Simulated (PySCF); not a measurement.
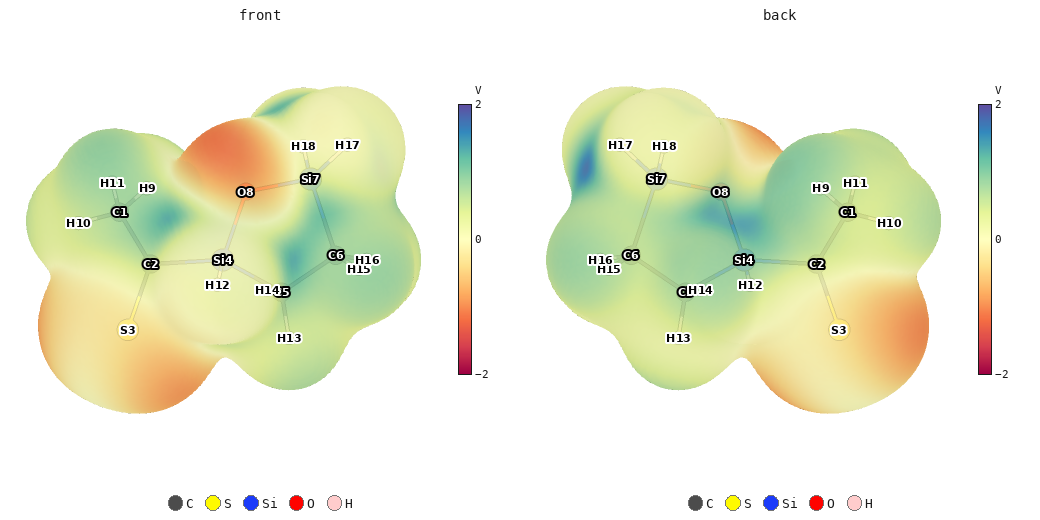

C4H10OSSi2. The electrostatic potential painted on the density surface at 0.002 e/bohr³, seen from the front and from behind; the colour scale runs from red (negative) to blue (positive).

Geometry: PBE0-D3(BJ)/def2-SVP.

Theory: PySCF 2.14.0, CAM-B3LYP/def2-SVPD, SCF density, gas phase.

```yaml
atoms:
  - { symbol: C, position_ang: [2.5632, 0.2091, 0.9975] }
  - { symbol: C, position_ang: [2.0755, -0.5368, -0.1930] }
  - { symbol: S, position_ang: [2.7842, -1.8684, -0.8121] }
  - { symbol: Si, position_ang: [0.5088, -0.0447, -1.1258] }
  - { symbol: C, position_ang: [-0.8659, -1.3337, -0.9223] }
  - { symbol: C, position_ang: [-2.2028, -0.5666, -0.8351] }
  - { symbol: Si, position_ang: [-1.8331, 1.0683, 0.0480] }
  - { symbol: O, position_ang: [-0.2302, 1.2896, -0.4089] }
  - { symbol: H, position_ang: [1.7751, 0.2310, 1.7709] }
  - { symbol: H, position_ang: [3.4810, -0.2302, 1.4128] }
  - { symbol: H, position_ang: [2.7363, 1.2666, 0.7315] }
  - { symbol: H, position_ang: [0.8800, 0.2734, -2.5327] }
  - { symbol: H, position_ang: [-0.8603, -2.0957, -1.7167] }
  - { symbol: H, position_ang: [-0.6641, -1.8702, 0.0213] }
  - { symbol: H, position_ang: [-2.5666, -0.3201, -1.8479] }
  - { symbol: H, position_ang: [-2.9969, -1.1597, -0.3537] }
  - { symbol: H, position_ang: [-2.6738, 2.2146, -0.4028] }
  - { symbol: H, position_ang: [-1.9277, 0.9619, 1.5371] }
```

Question: Where is the surface potential most negative and most positive?

Answer: The most negative region (about −1.1 V) lies over O8, the most positive (about +1.5 V) over Si4 and Si7. O8 is the likeliest acceptor of a hydrogen bond.

Question: What dipole moment does the calculation give?

Answer: Its dipole moment is 1.85 D.
